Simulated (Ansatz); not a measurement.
# Resistivity from frozen vibrations: Hf(0001) with 2 thermally displaced layers, 2x2, part 2 of 2

Aim: the resistivity of Hf at 300 K from frozen thermal displacements between perfect leads.

Ansatz 0.2.0; Ansatz plane-wave DFT, PBE, PAW files; ballistic transport by layer matching (Landauer), zero bias; PAW set soft_1.

So far, channels at the energy nearest the Fermi level, one spin: step 2 (with 2 displaced layers) 2.84.

### Step 3. With 6 displaced layers

Each atom of 6 layers is moved at random, by amounts drawn from a normal law 0.0627 Å wide in each direction from the Debye model (252 K) at 300 K. A fresh draw is used; the growth of the resistance with length is what counts.

System of this step: Hf(0001) with 6 thermally displaced layers, 2x2. The cell holds 64 atoms: 64 Hf. Its edges and angles: a = 6.393 Å, b = 6.393 Å, c = 40.462 Å, α = 90.0°, β = 90.0°, γ = 120.0°. It derives from Hf. Regions: lead, 40 atoms (40 Hf); scattering region, 24 atoms (24 Hf). The structure is stacked along c, and the current runs across the ab planes.

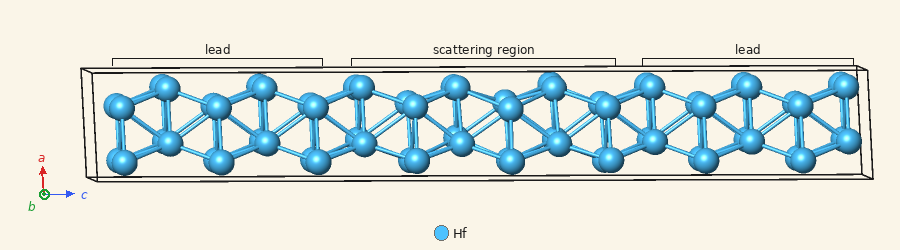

The cell of this step (hafnium blue).

The input, input.yaml:

```yaml
crystal:
  lattice:
    - [6.3934, 0.0, 0.0]
    - [-3.1967, 5.5368468166, 0.0]
    - [0.0, 0.0, 40.4624]
  atoms:
    - { symbol: Hf, position: [0.1666666667, 0.3333333333, 0.03125] }
    - { symbol: Hf, position: [0.1666666667, 0.8333333333, 0.03125] }
    - { symbol: Hf, position: [0.6666666667, 0.3333333333, 0.03125] }
    - { symbol: Hf, position: [0.6666666667, 0.8333333333, 0.03125] }
    - { symbol: Hf, position: [0.3333333333, 0.1666666667, 0.09375] }
    - { symbol: Hf, position: [0.3333333333, 0.6666666667, 0.09375] }
    - { symbol: Hf, position: [0.8333333333, 0.1666666667, 0.09375] }
    - { symbol: Hf, position: [0.8333333333, 0.6666666667, 0.09375] }
    - { symbol: Hf, position: [0.1666666667, 0.3333333333, 0.15625] }
    - { symbol: Hf, position: [0.1666666667, 0.8333333333, 0.15625] }
    - { symbol: Hf, position: [0.6666666667, 0.3333333333, 0.15625] }
    - { symbol: Hf, position: [0.6666666667, 0.8333333333, 0.15625] }
    - { symbol: Hf, position: [0.3333333333, 0.1666666667, 0.21875] }
    - { symbol: Hf, position: [0.3333333333, 0.6666666667, 0.21875] }
    - { symbol: Hf, position: [0.8333333333, 0.1666666667, 0.21875] }
    - { symbol: Hf, position: [0.8333333333, 0.6666666667, 0.21875] }
    - { symbol: Hf, position: [0.1666666667, 0.3333333333, 0.28125] }
    - { symbol: Hf, position: [0.1666666667, 0.8333333333, 0.28125] }
    - { symbol: Hf, position: [0.6666666667, 0.3333333333, 0.28125] }
    - { symbol: Hf, position: [0.6666666667, 0.8333333333, 0.28125] }
    - { symbol: Hf, position: [0.3427203724, 0.1677306414, 0.3425985687] }
    - { symbol: Hf, position: [0.3217092267, 0.6614864007, 0.3440910085] }
    - { symbol: Hf, position: [0.8222542468, 0.1642993431, 0.3435034138] }
    - { symbol: Hf, position: [0.8398489365, 0.6690960497, 0.3443003533] }
    - { symbol: Hf, position: [0.1595249462, 0.3318664441, 0.4074641155] }
    - { symbol: Hf, position: [0.1741793437, 0.8190839858, 0.4085945609] }
    - { symbol: Hf, position: [0.6842790075, 0.3421757465, 0.4066595532] }
    - { symbol: Hf, position: [0.6718403616, 0.8498343358, 0.4092857837] }
    - { symbol: Hf, position: [0.358433214, 0.1815502213, 0.4693034626] }
    - { symbol: Hf, position: [0.32146521, 0.6666162575, 0.4697666598] }
    - { symbol: Hf, position: [0.8229417795, 0.1711384209, 0.4694157149] }
    - { symbol: Hf, position: [0.8334547882, 0.6532655306, 0.4677252443] }
    - { symbol: Hf, position: [0.1557695392, 0.3200942179, 0.5339436983] }
    - { symbol: Hf, position: [0.1636677089, 0.837056414, 0.5308495577] }
    - { symbol: Hf, position: [0.6896580568, 0.348276386, 0.5322308511] }
    - { symbol: Hf, position: [0.6453641402, 0.833922166, 0.5323088009] }
    - { symbol: Hf, position: [0.3396767664, 0.1596735658, 0.5965716854] }
    - { symbol: Hf, position: [0.3166481957, 0.6591798898, 0.5951980793] }
    - { symbol: Hf, position: [0.8451450636, 0.1893285434, 0.5940419531] }
    - { symbol: Hf, position: [0.8249907811, 0.6623936297, 0.5920601801] }
    - { symbol: Hf, position: [0.1577112341, 0.340467952, 0.6571500312] }
    - { symbol: Hf, position: [0.1750847513, 0.8247931582, 0.6588658618] }
    - { symbol: Hf, position: [0.6727590388, 0.3511515407, 0.6555797597] }
    - { symbol: Hf, position: [0.660871541, 0.8361602542, 0.6578473754] }
    - { symbol: Hf, position: [0.3333333333, 0.1666666667, 0.71875] }
    - { symbol: Hf, position: [0.3333333333, 0.6666666667, 0.71875] }
    - { symbol: Hf, position: [0.8333333333, 0.1666666667, 0.71875] }
    - { symbol: Hf, position: [0.8333333333, 0.6666666667, 0.71875] }
    - { symbol: Hf, position: [0.1666666667, 0.3333333333, 0.78125] }
    - { symbol: Hf, position: [0.1666666667, 0.8333333333, 0.78125] }
    - { symbol: Hf, position: [0.6666666667, 0.3333333333, 0.78125] }
    - { symbol: Hf, position: [0.6666666667, 0.8333333333, 0.78125] }
    - { symbol: Hf, position: [0.3333333333, 0.1666666667, 0.84375] }
    - { symbol: Hf, position: [0.3333333333, 0.6666666667, 0.84375] }
    - { symbol: Hf, position: [0.8333333333, 0.1666666667, 0.84375] }
    - { symbol: Hf, position: [0.8333333333, 0.6666666667, 0.84375] }
    - { symbol: Hf, position: [0.1666666667, 0.3333333333, 0.90625] }
    - { symbol: Hf, position: [0.1666666667, 0.8333333333, 0.90625] }
    - { symbol: Hf, position: [0.6666666667, 0.3333333333, 0.90625] }
    - { symbol: Hf, position: [0.6666666667, 0.8333333333, 0.90625] }
    - { symbol: Hf, position: [0.3333333333, 0.1666666667, 0.96875] }
    - { symbol: Hf, position: [0.3333333333, 0.6666666667, 0.96875] }
    - { symbol: Hf, position: [0.8333333333, 0.1666666667, 0.96875] }
    - { symbol: Hf, position: [0.8333333333, 0.6666666667, 0.96875] }
kpoints:
  mp_grid: { grid: [4, 4, 1] }
hamiltonian:
  xc: pbe
  pseudopotentials: { kind: paw, azcp: { folder: soft_1 } }
scf:
  occupations: { method: fermi_dirac, width: 0.1 }
output:
  transmission: { leads: [[0, 8]], kmesh: [8, 8], e_range: [-0.05, 0.05], de: 0.05 }
  write_potential: true
  write_density: true
  volumetric_format: npy
```

Command:

```
ansatz run input.yaml --threads 4 --pin off --max-ram 15360MiB --backend cpu --events-out ev --progress --plain --runs-dir out
```

Numbers of over 12 decimals in the logs are rounded to 6 here.

The program printed:

```text
[...]
Crystal: 64 atoms, lattice volume = 1432.340 Å³
Basis set: ecut = 420 eV, 28059 PW (Γ)
Bands: 999, of which v1, the nominal top of the filled ones, is band 832 counted from 1 (831 counted from 0)
Symmetry: 1 space group operations
[...]
k-points: 10 of 16 (time reversal used)
[...]
SCF iter   1: F=—  HF=-1006228.526421 eV  |F-HF|=—  |Δ(HF+E_count)|=         —  Δρ=3.57e-2  dr2=2.71e1  ethr=3.10e-3  ⟨swp⟩=6.0  Hψ=29729  notcnv=0  defer=285
[...]
SCF iter  12: F=-1006221.197476 eV  HF=-1006221.197476 eV  |F-HF|=8.93e-8  |Δ(HF+E_count)|=   3.11e-8  Δρ=1.30e-6  dr2=7.55e-8  ethr=6.01e-12  ⟨swp⟩=32.9  Hψ=76372  notcnv=0
SCF 1 converged in 12 iterations: F = -1006221.197476 eV  dr2 = 7.55e-8
[...]
transmission: 174 of 1734 steps passed
transmission: 354 of 1734 steps passed
[...]
transmission: 1734 of 1734 steps passed
SCF converged after 12 iterations
Free energy (F): -1006221.197476 eV
[...]
Internal energy: -1006219.456304 eV  (E = F + TS)
E sigma→0 (E₀):  -1006220.326890 eV
Entropy (-TS):   -1.741172 eV (-27.206 meV/atom)
Fermi energy:    18.125415 eV
[...]
--- Band table (eV; the first three rows and the last of 10) ---
  k-point 0: bands = [... 828 lower, 18.8814, 18.9134, 18.9516, 18.9585, 18.9722, 18.9799, 19.0028, 19.0130, ... 163 higher]
  k-point 1: bands = [... 828 lower, 18.3815, 18.4252, 18.4316, 18.4585, 18.4769, 18.4853, 18.4954, 18.5035, ... 163 higher]
  k-point 2: bands = [... 828 lower, 17.7780, 17.8062, 17.8320, 17.8520, 17.9224, 17.9566, 17.9644, 17.9719, ... 163 higher]
  k-point 9: bands = [... 828 lower, 17.7981, 17.8085, 17.8730, 17.8987, 17.9183, 17.9469, 17.9583, 17.9655, ... 163 higher]
--- Transmission ---
  basis      : 313 plane waves across, 51 finite elements along
  points     : 34, standing for a mesh of 8 x 8
[...]
channels       : 2.843750e0 a spin
[...]
junction   : crystal 0 to crystal 0, 0.70 to 36.10 Å
    transmission   : 2.109719e0 a spin
[...]
```

Wall time 32 min (4 threads of Intel Xeon Platinum 8259CL at 2.50GHz (Skylake/Cascade Lake), shared host); peak memory 11 GiB; 2 h of CPU time.

This step gave:

```yaml
free_energy: -1006221.1975 eV
energy_at_zero_smearing: -1006220.3269 eV
transmission_at_the_energy_nearest_the_fermi_level_one_spin: 2.110
step_of_the_lead_s_hamiltonian: 3 meV
```

Per spin. The transmission, zone mean by energy, zero at the Fermi level:

```csv
energy (eV),"transmission, zone mean"
-0.0500,2.09
0.0000,2.11
0.0500,1.97
```

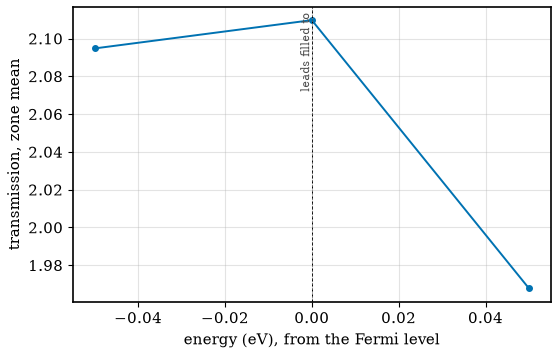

Transmission, zone mean, plotted against energy.

Over the solved energies the transmission per spin lies between 1.97 and 2.11, out of 2.71 channels of the lead on average (up to 2.84).

### Step 4. With 10 displaced layers

Each atom of 10 layers is moved at random, by amounts drawn from a normal law 0.0627 Å wide in each direction from the Debye model (252 K) at 300 K. A fresh draw is used; the growth of the resistance with length is what counts.

System of this step: Hf(0001) with 10 thermally displaced layers, 2x2. The cell holds 80 atoms: 80 Hf. Cell: a = 6.393 Å, b = 6.393 Å, c = 50.578 Å, α = 90.0°, β = 90.0°, γ = 120.0°. It derives from Hf. Regions: lead, 40 atoms (40 Hf); scattering region, 40 atoms (40 Hf). The structure is stacked along c, and the current runs across the ab planes.

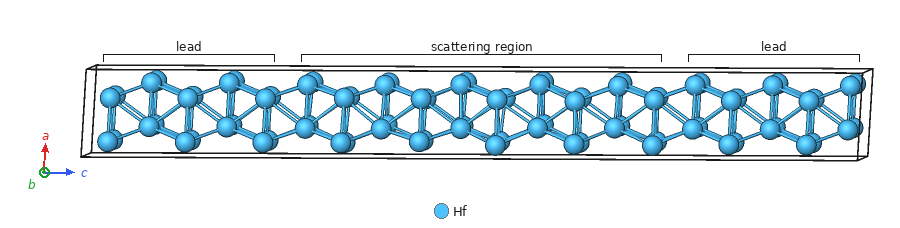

The cell of this step (hafnium blue).

The input, input.yaml:

```yaml
crystal:
  lattice:
    - [6.3934, 0.0, 0.0]
    - [-3.1967, 5.5368468166, 0.0]
    - [0.0, 0.0, 50.578]
  atoms:
    - { symbol: Hf, position: [0.1666666667, 0.3333333333, 0.025] }
    - { symbol: Hf, position: [0.1666666667, 0.8333333333, 0.025] }
    - { symbol: Hf, position: [0.6666666667, 0.3333333333, 0.025] }
    - { symbol: Hf, position: [0.6666666667, 0.8333333333, 0.025] }
    - { symbol: Hf, position: [0.3333333333, 0.1666666667, 0.075] }
    - { symbol: Hf, position: [0.3333333333, 0.6666666667, 0.075] }
    - { symbol: Hf, position: [0.8333333333, 0.1666666667, 0.075] }
    - { symbol: Hf, position: [0.8333333333, 0.6666666667, 0.075] }
    - { symbol: Hf, position: [0.1666666667, 0.3333333333, 0.125] }
    - { symbol: Hf, position: [0.1666666667, 0.8333333333, 0.125] }
    - { symbol: Hf, position: [0.6666666667, 0.3333333333, 0.125] }
    - { symbol: Hf, position: [0.6666666667, 0.8333333333, 0.125] }
    - { symbol: Hf, position: [0.3333333333, 0.1666666667, 0.175] }
    - { symbol: Hf, position: [0.3333333333, 0.6666666667, 0.175] }
    - { symbol: Hf, position: [0.8333333333, 0.1666666667, 0.175] }
    - { symbol: Hf, position: [0.8333333333, 0.6666666667, 0.175] }
    - { symbol: Hf, position: [0.1666666667, 0.3333333333, 0.225] }
    - { symbol: Hf, position: [0.1666666667, 0.8333333333, 0.225] }
    - { symbol: Hf, position: [0.6666666667, 0.3333333333, 0.225] }
    - { symbol: Hf, position: [0.6666666667, 0.8333333333, 0.225] }
    - { symbol: Hf, position: [0.3315980814, 0.1600400031, 0.2733383199] }
    - { symbol: Hf, position: [0.3224413472, 0.6723557293, 0.2762261872] }
    - { symbol: Hf, position: [0.8256435484, 0.1545076504, 0.2760816399] }
    - { symbol: Hf, position: [0.816748955, 0.6585965902, 0.2757693989] }
    - { symbol: Hf, position: [0.1467990328, 0.3377060324, 0.3242793865] }
    - { symbol: Hf, position: [0.1673093618, 0.8324765889, 0.325250406] }
    - { symbol: Hf, position: [0.669178967, 0.3247505599, 0.3267605002] }
    - { symbol: Hf, position: [0.6785576545, 0.8428821929, 0.3264431874] }
    - { symbol: Hf, position: [0.3458289957, 0.1762194423, 0.3750936553] }
    - { symbol: Hf, position: [0.3185851214, 0.6651383073, 0.3740466236] }
    - { symbol: Hf, position: [0.8208513269, 0.1695916801, 0.3742956058] }
    - { symbol: Hf, position: [0.8173380301, 0.6548626068, 0.3753325505] }
    - { symbol: Hf, position: [0.1776654559, 0.3483001128, 0.4249827607] }
    - { symbol: Hf, position: [0.1848128957, 0.8492033245, 0.4264249771] }
    - { symbol: Hf, position: [0.6504367077, 0.3472388378, 0.4254207661] }
    - { symbol: Hf, position: [0.67292078, 0.8375346623, 0.4254742101] }
    - { symbol: Hf, position: [0.3344329791, 0.1626047014, 0.472644003] }
    - { symbol: Hf, position: [0.327717766, 0.6575705123, 0.4763382491] }
    - { symbol: Hf, position: [0.8309754499, 0.1676113906, 0.4739473959] }
    - { symbol: Hf, position: [0.828263381, 0.6665361424, 0.473159721] }
    - { symbol: Hf, position: [0.1690134972, 0.3321328713, 0.5235309737] }
    - { symbol: Hf, position: [0.1460644216, 0.8391397493, 0.5246313136] }
    - { symbol: Hf, position: [0.6601356437, 0.3306606771, 0.5272504903] }
    - { symbol: Hf, position: [0.666668712, 0.8343136381, 0.5231576177] }
    - { symbol: Hf, position: [0.3546709486, 0.1770502447, 0.5763218598] }
    - { symbol: Hf, position: [0.3389876554, 0.6770408151, 0.5754595779] }
    - { symbol: Hf, position: [0.8384820805, 0.1649442382, 0.5731739529] }
    - { symbol: Hf, position: [0.8324679391, 0.6447679556, 0.5747027348] }
    - { symbol: Hf, position: [0.1587608776, 0.3215308686, 0.6257596179] }
    - { symbol: Hf, position: [0.1622310975, 0.82838912, 0.6256440486] }
    - { symbol: Hf, position: [0.669855462, 0.3490529745, 0.625435429] }
    - { symbol: Hf, position: [0.6510156437, 0.81132931, 0.6233797826] }
    - { symbol: Hf, position: [0.3436991776, 0.1660939603, 0.6746492273] }
    - { symbol: Hf, position: [0.3421809709, 0.6521504128, 0.6742744098] }
    - { symbol: Hf, position: [0.8320193347, 0.1733024799, 0.674177925] }
    - { symbol: Hf, position: [0.8182380712, 0.6485005498, 0.6759036144] }
    - { symbol: Hf, position: [0.1718720908, 0.3279419874, 0.7252023671] }
    - { symbol: Hf, position: [0.1513273921, 0.8279936354, 0.7267071876] }
    - { symbol: Hf, position: [0.6810706379, 0.3594806398, 0.7240247217] }
    - { symbol: Hf, position: [0.6712478157, 0.8311207158, 0.7257010099] }
    - { symbol: Hf, position: [0.3333333333, 0.1666666667, 0.775] }
    - { symbol: Hf, position: [0.3333333333, 0.6666666667, 0.775] }
    - { symbol: Hf, position: [0.8333333333, 0.1666666667, 0.775] }
    - { symbol: Hf, position: [0.8333333333, 0.6666666667, 0.775] }
    - { symbol: Hf, position: [0.1666666667, 0.3333333333, 0.825] }
    - { symbol: Hf, position: [0.1666666667, 0.8333333333, 0.825] }
    - { symbol: Hf, position: [0.6666666667, 0.3333333333, 0.825] }
    - { symbol: Hf, position: [0.6666666667, 0.8333333333, 0.825] }
    - { symbol: Hf, position: [0.3333333333, 0.1666666667, 0.875] }
    - { symbol: Hf, position: [0.3333333333, 0.6666666667, 0.875] }
    - { symbol: Hf, position: [0.8333333333, 0.1666666667, 0.875] }
    - { symbol: Hf, position: [0.8333333333, 0.6666666667, 0.875] }
    - { symbol: Hf, position: [0.1666666667, 0.3333333333, 0.925] }
    - { symbol: Hf, position: [0.1666666667, 0.8333333333, 0.925] }
    - { symbol: Hf, position: [0.6666666667, 0.3333333333, 0.925] }
    - { symbol: Hf, position: [0.6666666667, 0.8333333333, 0.925] }
    - { symbol: Hf, position: [0.3333333333, 0.1666666667, 0.975] }
    - { symbol: Hf, position: [0.3333333333, 0.6666666667, 0.975] }
    - { symbol: Hf, position: [0.8333333333, 0.1666666667, 0.975] }
    - { symbol: Hf, position: [0.8333333333, 0.6666666667, 0.975] }
kpoints:
  mp_grid: { grid: [4, 4, 1] }
hamiltonian:
  xc: pbe
  pseudopotentials: { kind: paw, azcp: { folder: soft_1 } }
scf:
  occupations: { method: fermi_dirac, width: 0.1 }
output:
  transmission: { leads: [[0, 8]], kmesh: [8, 8], e_range: [-0.05, 0.05], de: 0.05 }
  write_potential: true
  write_density: true
  volumetric_format: npy
```

The program printed:

```text
[...]
Crystal: 80 atoms, lattice volume = 1790.425 Å³
Basis set: ecut = 420 eV, 35125 PW (Γ)
Bands: 1248, of which v1, the nominal top of the filled ones, is band 1040 counted from 1 (1039 counted from 0)
Symmetry: 1 space group operations
[...]
k-points: 10 of 16 (time reversal used)
[...]
SCF iter   1: F=—  HF=-1257785.264948 eV  |F-HF|=—  |Δ(HF+E_count)|=         —  Δρ=3.56e-2  dr2=3.73e1  ethr=3.10e-3  ⟨swp⟩=7.3  Hψ=36156  notcnv=0  defer=438
[...]
SCF iter  13: F=-1257775.991693 eV  HF=-1257775.991693 eV  |F-HF|=1.63e-8  |Δ(HF+E_count)|=   1.02e-8  Δρ=5.80e-7  dr2=1.36e-8  ethr=4.81e-12  ⟨swp⟩=68.4  Hψ=91415  notcnv=0
SCF 1 converged in 13 iterations: F = -1257775.991693 eV  dr2 = 1.36e-8
[...]
transmission: 222 of 2176 steps passed
transmission: 441 of 2176 steps passed
[...]
transmission: 2176 of 2176 steps passed
SCF converged after 13 iterations
Free energy (F): -1257775.991693 eV
[...]
Internal energy: -1257773.749869 eV  (E = F + TS)
E sigma→0 (E₀):  -1257774.870781 eV
Entropy (-TS):   -2.241824 eV (-28.023 meV/atom)
Fermi energy:    18.118831 eV
[...]
--- Band table (eV; the first three rows and the last of 10) ---
  k-point 0: bands = [... 1036 lower, 18.9124, 18.9314, 18.9386, 18.9481, 18.9625, 18.9638, 18.9833, 18.9912, ... 204 higher]
  k-point 1: bands = [... 1036 lower, 18.3773, 18.4363, 18.4460, 18.4607, 18.4712, 18.4737, 18.4788, 18.4916, ... 204 higher]
  k-point 2: bands = [... 1036 lower, 17.7981, 17.8142, 17.8529, 17.8825, 17.8851, 17.8916, 17.9179, 17.9319, ... 204 higher]
  k-point 9: bands = [... 1036 lower, 17.8275, 17.8591, 17.8776, 17.8900, 17.8922, 17.8997, 17.9173, 17.9663, ... 204 higher]
--- Transmission ---
  basis      : 313 plane waves across, 64 finite elements along
  points     : 34, standing for a mesh of 8 x 8
[...]
channels       : 2.843750e0 a spin
[...]
junction   : crystal 0 to crystal 0, 0.70 to 46.22 Å
    transmission   : 1.794072e0 a spin
[...]
```

Wall time 60 min (4 threads); peak memory 13 GiB; 3.7 h of CPU time.

This step gave:

| Item | Value |
| --- | --- |
| free energy | -1257775.9917 eV |
| energy at zero smearing | -1257774.8708 eV |
| Fermi energy | 18.12 eV |
| transmission at the energy nearest the Fermi level, one spin | 1.794 |
| step of the lead's Hamiltonian | 8.5 meV |

Per spin. Table of transmission, zone mean by energy, zero at the Fermi level:

```csv
energy (eV),"transmission, zone mean"
-0.0500,1.88
0.0000,1.79
0.0500,1.67
```

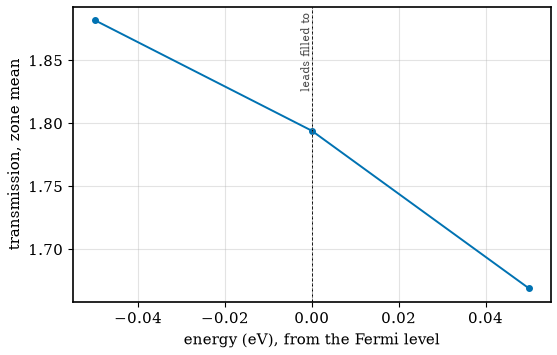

Transmission, zone mean, plotted against energy.

Over the solved energies the transmission per spin lies between 1.67 and 1.88, out of 2.71 channels of the lead on average (up to 2.84).

### Step 5. Resistance against length

This step: Ansatz plane-wave DFT, PBE, PAW files; ballistic transport by layer matching (Landauer), zero bias; resistivity from the slope of the area resistance; PAW set soft_1 (Ansatz 0.2.0).

Numbers from this step:

- resistivity: 36.06 µΩ cm
- intercept: -0.02739 fΩ m²
- scatter about the fit: 0.009903 fΩ m²

Resistance, by row:

```csv
run,length (Å),T,channels N,RA (fΩ m²)
n2,5.058,2.49,2.708,0.148
n6,15.17,2.057,2.708,0.5337
n10,25.29,1.782,2.708,0.8775
```

Table of area resistance by length of the displaced region:

```csv
length of the displaced region (Å),area resistance (fΩ m²)
5.06,0.148
15.17,0.534
25.29,0.877
```

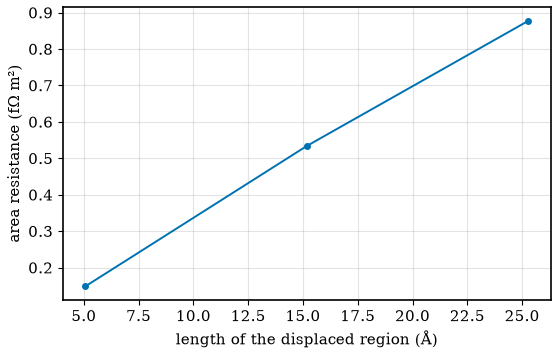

Area resistance, plotted against length of the displaced region.

The area resistance goes from 0.15 to 0.88 fΩ m² between 5.1 and 25.3 Å, a slope of 36 µΩ cm.

By hand from the end points: (0.8775 − 0.1480) fΩ m² / (25.29 − 5.06) Å = 36 µΩ cm, since 1 fΩ m² per Å is 1000 µΩ cm.

### Step 6. Summary of results

```
resistivity from the slope  : 36.1 µΩ cm
area resistance over 5.06 Å : 0.148 fΩ m²
area resistance over 15.2 Å : 0.534 fΩ m²
area resistance over 25.3 Å : 0.877 fΩ m²
```

In words: The slope gives 36 µΩ cm. The points scatter by 0.0099 fΩ m² about the line, with one random draw a length in a 2x2 cell, so the slope is a rough value. The mean square of the displacements drawn is 0.73, 0.99 and 0.93 of the nominal one at the three lengths; with each resistance scaled back by that, the slope is 37 µΩ cm, the value used below. The current runs along the hexagonal axis, while the measured value below is not for that direction. Read with a model of isotropic scattering on a spherical Fermi surface and the lead's 0.59×10¹⁵ S/m², this slope means a mean free path near 37 Å; over these lengths the model's slope is 1.07 times its bulk resistivity, which would be 34 µΩ cm. Uncorrelated displacements put too much weight on short waves, which scatter strongly; with the sideways repeat of a small cell, one draw and three short lengths, the method is good to a factor of two or three. The measured value is 34 µΩ cm (CRC Handbook of Chemistry and Physics, 84th ed., 2003, Electrical Resistivity of Pure Metals); the scaled slope is 1.1 times that and the corrected value 1.0: fair for so small a cell. Spin-orbit coupling is left out, which matters for Hf.

[Logs are printed without paths, hosts, clocks, repeated set-up lines and the standing remarks that a program may print on its own settings, such as how far it seeks lower states.]

[Hosts, paths, dates, database ids (printed as entryN), source tags and the programs' standing remarks are cut or masked in the printed files.]
